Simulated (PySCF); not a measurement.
**NMR shielding calculation, with input and output: C₂H₈N₂Si**

- system: C₂H₈N₂Si, SMILES C=C[SiH](N)N
- method: GIAO PBE0/pcSseg-2 NMR shielding, non-relativistic, gas phase (PySCF 2.14.0)

The geometry comes from this level: PBE0-D3(BJ)/def2-SVP. Figures and captions count atoms from 1; the log counts them from 0 in places.

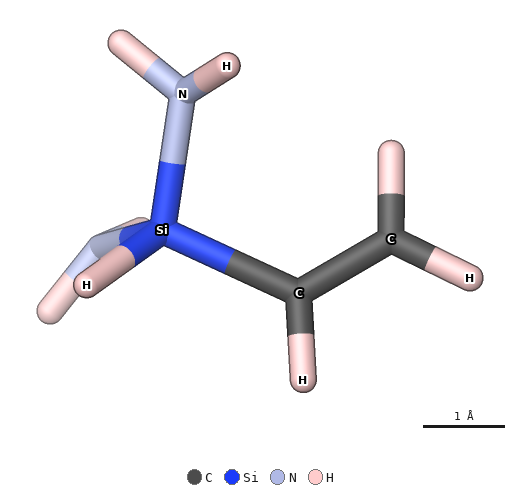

*The structure as given in the input (stick view, seen at a tilt).*

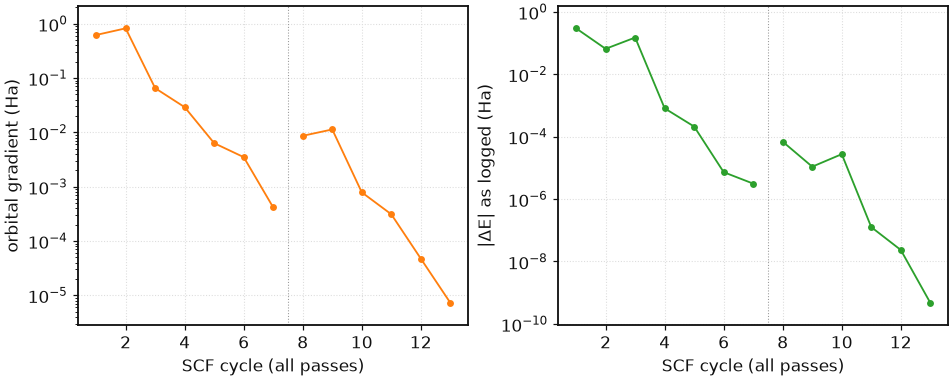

*Convergence of the self-consistent field: orbital gradient and size of the energy change against the SCF cycle. The dotted line marks the change from a coarse to the final integration grid.*

The first 7 cycles use a coarse grid, the final grid takes over at cycle 8, and the field converges after 13 cycles in all.

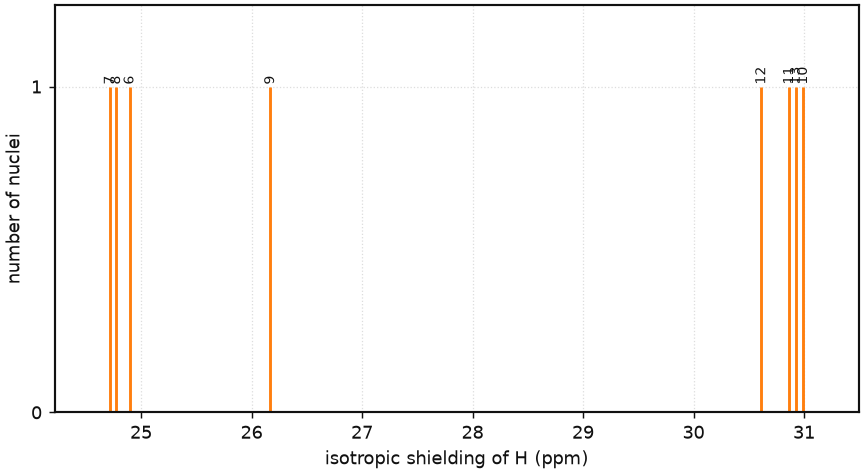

*Isotropic shieldings of the hydrogen nuclei in this fixed geometry, labelled by atom number; shielding grows to the right, so chemical shift grows to the left.*

The least shielded is H7 (24.7 ppm), the most shielded H10 (31.0 ppm).

The input and output of the run follow.

## Input file
```
{"job": {"kind": "nmr", "xc": "PBE0", "basis": "pcSseg-2", "pop": false}, "charge": 0, "multiplicity": 1}
C      1.717036     0.252090     1.174670
C      1.338735    -0.274624     0.003196
Si    -0.451869    -0.428352    -0.533965
N     -1.375656    -0.349180     0.926679
N     -1.067744     0.811046    -1.571872
H      2.769886     0.356401     1.462371
H      0.976080     0.607911     1.900114
H      2.127164    -0.606790    -0.686889
H     -0.571747    -1.669936    -1.369857
H     -1.104491    -0.907928     1.727731
H     -2.384663    -0.279613     0.853564
H     -1.020532     0.683595    -2.575608
H     -0.947596     1.786024    -1.319967
```

The first line tells a small driver script what to run in PySCF; the rest is the geometry in Å.

Launched with:
```bash
OMP_NUM_THREADS=1 python <driver script> task.json out
```

## What the program printed
```
coarse grid: 10880 points
cycle   1  E = -479.7210280476  dE =  2.948e-01  |g| = 6.211e-01  |ddm| = 2.500e+00
cycle   2  E = -479.6559091005  dE =  6.512e-02  |g| = 8.233e-01  |ddm| = 1.018e+00
cycle   3  E = -479.8053938500  dE = -1.495e-01  |g| = 6.516e-02  |ddm| = 6.249e-01
cycle   4  E = -479.8062001867  dE = -8.063e-04  |g| = 2.912e-02  |ddm| = 6.596e-02
cycle   5  E = -479.8064101945  dE = -2.100e-04  |g| = 6.326e-03  |ddm| = 2.301e-02
cycle   6  E = -479.8064174609  dE = -7.266e-06  |g| = 3.503e-03  |ddm| = 6.821e-03
cycle   7  E = -479.8064205837  dE = -3.123e-06  |g| = 4.151e-04  |ddm| = 2.461e-03
final grid: 99304 points
cycle   8  E = -479.8127103454  dE = -6.893e-05  |g| = 8.648e-03  |ddm| = 3.221e-02
cycle   9  E = -479.8126994574  dE =  1.089e-05  |g| = 1.133e-02  |ddm| = 1.293e-02
cycle  10  E = -479.8127268876  dE = -2.743e-05  |g| = 7.878e-04  |ddm| = 7.049e-03
cycle  11  E = -479.8127270136  dE = -1.261e-07  |g| = 3.108e-04  |ddm| = 8.265e-04
cycle  12  E = -479.8127270370  dE = -2.338e-08  |g| = 4.741e-05  |ddm| = 2.316e-04
cycle  13  E = -479.8127270375  dE = -4.743e-10  |g| = 7.288e-06  |ddm| = 5.741e-05
converged SCF energy = -479.8127270375

GIAO shielding tensors (ppm)
atom      isotropic    diamagn.    paramagn.     s11        s22        s33       span
  0 C       39.571     252.499    -212.927    -92.179     42.654    168.239    260.417
  1 C       31.234     257.060    -225.826    -95.524     23.614    165.612    261.135
  2 Si     374.856     876.775    -501.919    343.231    368.995    412.341     69.110
  3 N      241.761     316.631     -74.869    204.800    249.272    271.211     66.411
  4 N      237.059     319.296     -82.238    209.873    240.829    260.474     50.601
  5 H       24.897      29.234      -4.337     22.045     24.476     28.171      6.125
  6 H       24.719      32.475      -7.755     21.108     23.664     29.386      8.278
  7 H       24.777      31.110      -6.333     22.013     25.320     26.997      4.985
  8 H       26.171      29.681      -3.511     23.382     23.991     31.139      7.757
  9 H       30.993      32.279      -1.286     24.171     27.108     41.699     17.528
 10 H       30.866      30.799       0.068     24.261     27.231     41.107     16.847
 11 H       30.615      31.022      -0.408     24.383     26.010     41.452     17.069
 12 H       30.927      32.130      -1.202     24.666     27.301     40.816     16.150
```

## Summary

```json
{"quantity": "outcome", "value": "converged"}
{"quantity": "total energy", "value": "−479.812727 hartree"}
{"quantity": "HOMO", "value": "−7.23 eV"}
{"quantity": "LUMO", "value": "−0.44 eV"}
{"quantity": "dipole moment", "value": "0.34 D"}
{"quantity": "isotropic shielding, C", "value": "31.2 to 39.6 ppm"}
{"quantity": "isotropic shielding, Si", "value": "374.9 ppm"}
{"quantity": "isotropic shielding, N", "value": "237.1 to 241.8 ppm"}
{"quantity": "isotropic shielding, H", "value": "24.7 to 31.0 ppm"}
{"quantity": "hardware", "value": "1 CPU thread, shared host"}
{"quantity": "wall time", "value": "74 s"}
{"quantity": "peak memory", "value": "1.2 GiB"}
```
